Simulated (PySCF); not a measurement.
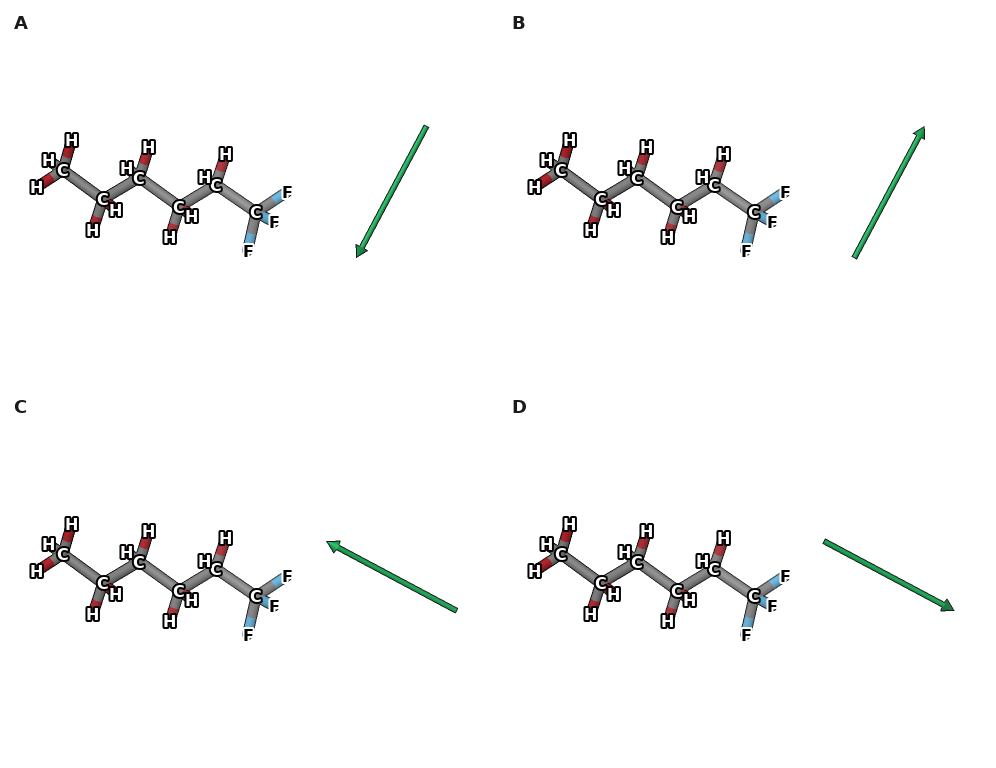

The same molecule four times, each with an arrow. The geometry was computed by an optimisation with PBE0-D3(BJ)/def2-SVP. No frequency run is at hand to confirm it as a minimum. Level of theory: ωB97X-D/pcSseg-1, gas phase (PySCF 2.14.0).

**Which arrow points along the dipole moment, from the negative to the positive end?**

C. The dipole moment is 2.52 D.
